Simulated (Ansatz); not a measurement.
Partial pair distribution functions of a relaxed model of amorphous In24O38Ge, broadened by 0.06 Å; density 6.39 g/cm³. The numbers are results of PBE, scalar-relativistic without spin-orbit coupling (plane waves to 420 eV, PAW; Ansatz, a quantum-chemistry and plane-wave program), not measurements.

Preparation: random packing, a CHGNet melt and quench, and a DFT relaxation. O atoms were pushed apart under 1.9 Å during the dynamics, to hinder bonds among them. The hot cell started wider than the set density and was brought back towards it in steps. It is the lowest in DFT energy of 2 quenches. It is a model cell: composition and starting density were chosen by hand, and all elements were melted together. No dispersion term was used. Its density started from a set value of 6.39 and ended at 6.39 g/cm³. Cooling (nominally 280 K/ps over its main leg) ran many orders faster than in experiment, which tends to leave more defects and strain. Values belong to this one cell and scatter from quench to quench. The volume was held where the preparation left it and the shape relaxed, at a PBE pressure of -0.9 GPa (tension). Stress components on the final sampling reach 1.0 GPa.

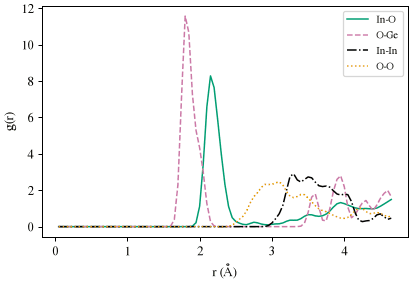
Figure. Partial pair distribution functions

Highest peaks under 4.5 Å: In-O near 2.15 Å, O-Ge near 1.80 Å, In-In near 3.30 Å, O-O near 3.10 Å; pairs of few atoms are noisy.

Within 2.60 Å each In has 5.38 O neighbours on average.
